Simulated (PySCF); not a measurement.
# NMR shielding calculation of Si3N2H8

System: Si3N2H8, SMILES N[Si]N([SiH3])[SiH3].
Method: GIAO PBE0/pcSseg-1 NMR shielding, non-relativistic, gas phase (PySCF 2.14.0).

The geometry comes from this level: PBE0-D3(BJ)/def2-SVP. Figures and captions count atoms from 1; the log counts them from 0 in places.

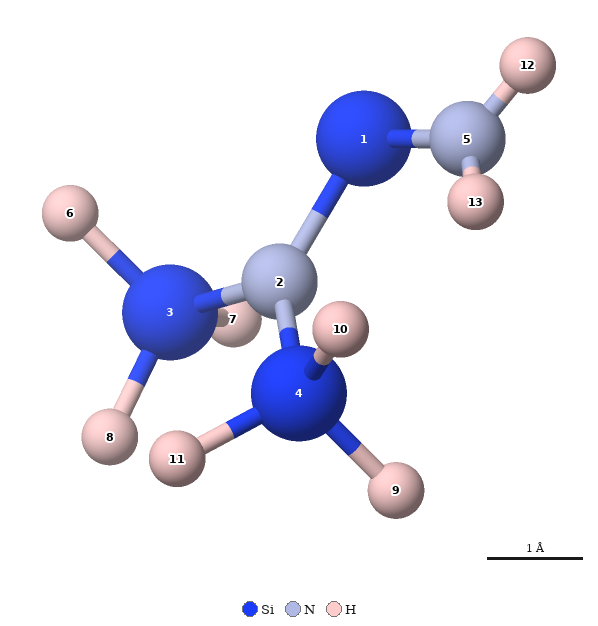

**Figure 1.** The input geometry (ball-and-stick view, seen at a tilt; atoms are numbered from 1 in the order of the input). Bond lengths as drawn: H–N 1.01 to 1.02 Å, H–Si 1.49 to 1.50 Å and N–Si 1.72 to 1.77 Å.

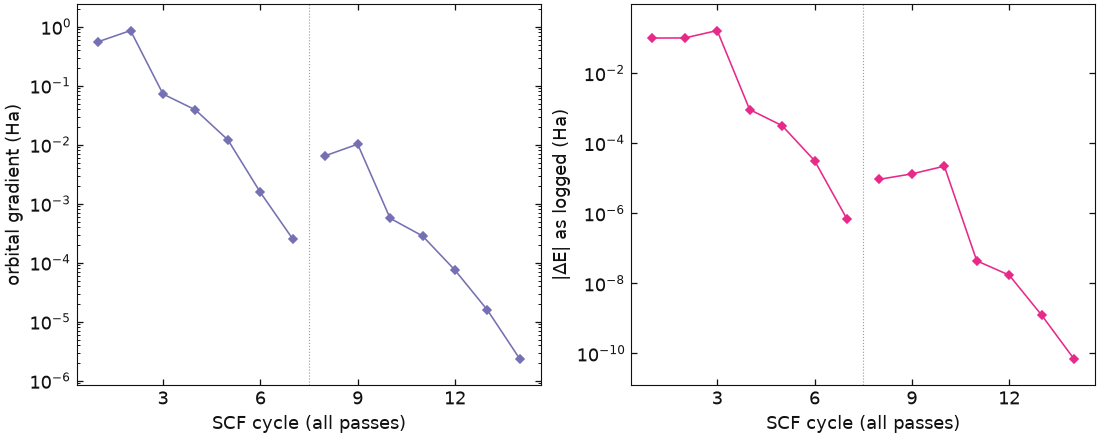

**Figure 2.** Convergence of the self-consistent field: orbital gradient and size of the energy change against the SCF cycle. The dotted line marks the change from a coarse to the final integration grid. The first 7 cycles use a coarse grid, the final grid takes over at cycle 8, and the field converges after 14 cycles in all.

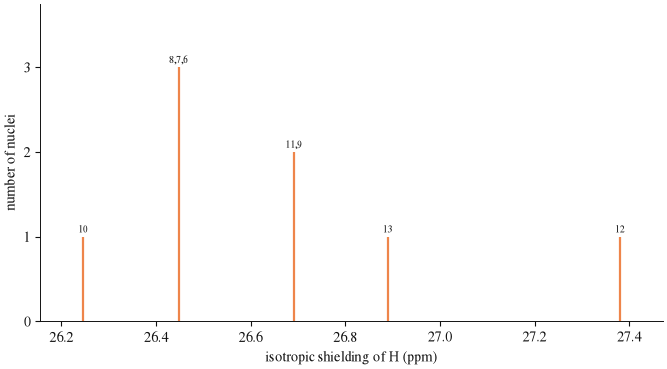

**Figure 3.** Isotropic shieldings of the hydrogen nuclei in this fixed geometry, labelled by atom number; shielding grows to the right, so chemical shift grows to the left. The least shielded is H10 (26.2 ppm), the most shielded H12 (27.4 ppm).

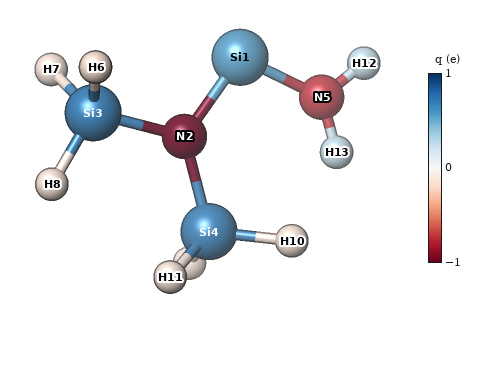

**Figure 4.** IAO charges, as the colour of each atom (ball-and-stick view, seen at a tilt; atoms are numbered from 1 in the order of the input). By element: Si +0.57 to +0.70, N −0.98 to −0.76 and H −0.14 to +0.27 e.

The input and output of the run follow.

**The input**
```
{"job": {"kind": "nmr", "xc": "PBE0", "basis": "pcSseg-1"}, "charge": 0, "multiplicity": 1}
Si    -0.493460     1.727015     0.316353
N      0.343322     0.184174     0.053266
Si     2.082240     0.263598     0.363197
Si    -0.372751    -1.357422    -0.390097
N     -2.142508     1.323072     0.043044
H      2.760770     1.217196    -0.565076
H      2.368386     0.689824     1.766046
H      2.647091    -1.103872     0.155937
H     -0.787587    -2.152058     0.807692
H     -1.591437    -1.129780    -1.226945
H      0.590315    -2.169234    -1.189911
H     -2.845618     2.049428     0.129651
H     -2.548611     0.440616    -0.255787
```

The first line tells a small driver script what to run in PySCF; the rest is the geometry in Å.

Launch command:
```bash
OMP_NUM_THREADS=1 python <driver script> task.json out
```

**Output**
```
coarse grid: 11960 points
cycle   1  E = -982.2190248229  dE =  1.008e-01  |g| = 5.569e-01  |ddm| = 3.267e+00
cycle   2  E = -982.1175154072  dE =  1.015e-01  |g| = 8.626e-01  |ddm| = 1.003e+00
cycle   3  E = -982.2824729470  dE = -1.650e-01  |g| = 7.247e-02  |ddm| = 6.986e-01
cycle   4  E = -982.2833893177  dE = -9.164e-04  |g| = 3.898e-02  |ddm| = 9.325e-02
cycle   5  E = -982.2837083437  dE = -3.190e-04  |g| = 1.211e-02  |ddm| = 3.641e-02
cycle   6  E = -982.2837403091  dE = -3.197e-05  |g| = 1.561e-03  |ddm| = 1.015e-02
cycle   7  E = -982.2837409977  dE = -6.886e-07  |g| = 2.524e-04  |ddm| = 2.473e-03
final grid: 100744 points
cycle   8  E = -982.3056103906  dE = -9.386e-06  |g| = 6.515e-03  |ddm| = 1.307e-02
cycle   9  E = -982.3055970084  dE =  1.338e-05  |g| = 1.023e-02  |ddm| = 1.151e-02
cycle  10  E = -982.3056192126  dE = -2.220e-05  |g| = 5.669e-04  |ddm| = 7.198e-03
cycle  11  E = -982.3056192566  dE = -4.408e-08  |g| = 2.846e-04  |ddm| = 6.883e-04
cycle  12  E = -982.3056192739  dE = -1.724e-08  |g| = 7.484e-05  |ddm| = 2.415e-04
cycle  13  E = -982.3056192751  dE = -1.242e-09  |g| = 1.574e-05  |ddm| = 8.672e-05
cycle  14  E = -982.3056192752  dE = -6.912e-11  |g| = 2.329e-06  |ddm| = 2.195e-05
converged SCF energy = -982.3056192752

GIAO shielding tensors (ppm)
atom      isotropic    diamagn.    paramagn.     s11        s22        s33       span
  0 Si     193.811     879.597    -685.786    -87.320    332.835    335.917    423.237
  1 N      194.073     331.292    -137.219     63.734    256.965    261.521    197.787
  2 Si     396.321     878.766    -482.445    362.227    366.972    459.765     97.538
  3 Si     418.184     880.606    -462.422    375.228    406.035    473.288     98.060
  4 N      141.344     321.747    -180.403      6.772    195.360    221.900    215.128
  5 H       26.459      28.145      -1.686     22.829     24.722     31.827      8.998
  6 H       26.453      28.166      -1.713     22.904     24.733     31.721      8.817
  7 H       26.433      28.751      -2.318     23.259     25.647     30.395      7.137
  8 H       26.713      29.651      -2.938     23.247     24.372     32.520      9.273
  9 H       26.246      31.131      -4.885     22.275     26.239     30.225      7.950
 10 H       26.670      29.711      -3.041     23.190     25.332     31.489      8.299
 11 H       27.381      29.924      -2.543     23.881     24.521     33.740      9.860
 12 H       26.890      33.587      -6.697     20.894     24.387     35.389     14.495
```

**Summary**

```json
{"quantity": "outcome", "value": "converged"}
{"quantity": "total energy", "value": "−982.305619 hartree"}
{"quantity": "HOMO", "value": "−6.70 eV"}
{"quantity": "LUMO", "value": "−0.97 eV"}
{"quantity": "dipole moment", "value": "1.84 D"}
{"quantity": "isotropic shielding, Si", "value": "193.8 to 418.2 ppm"}
{"quantity": "isotropic shielding, N", "value": "141.3 to 194.1 ppm"}
{"quantity": "isotropic shielding, H", "value": "26.2 to 27.4 ppm"}
{"quantity": "hardware", "value": "1 CPU thread, shared host"}
{"quantity": "wall time", "value": "23 s"}
{"quantity": "peak memory", "value": "0.76 GiB"}
```
